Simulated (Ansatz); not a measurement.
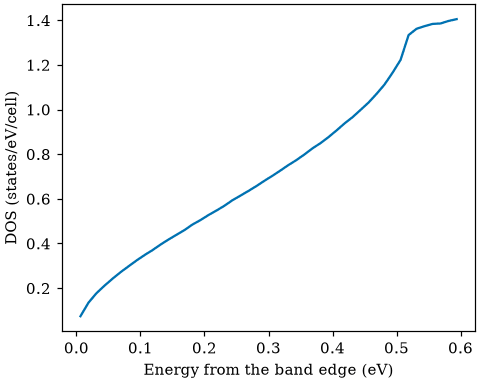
Fig. 1. Density of states of NaYS2 (R-3m) above the conduction band minimum, PBEsol, rigid bands (Ansatz, a quantum-chemistry and plane-wave program); cell volume 88.3 Å³.

Task: What effective density of states at 300 K does this give (∫ g(E) exp(−E/k_BT) dE, both spins, divided by the cell's size)?

Result: 4.2e19 cm⁻³, a density-of-states mass of 1.41 mₑ, valleys and band degeneracy included.

Spin-orbit coupling is left out. Geometry: cell and atoms relaxed with PBEsol.

Formula and space group known from diffraction (Crystallography Open Database), not checked to be the room-temperature form: NaYS2 (R-3m).
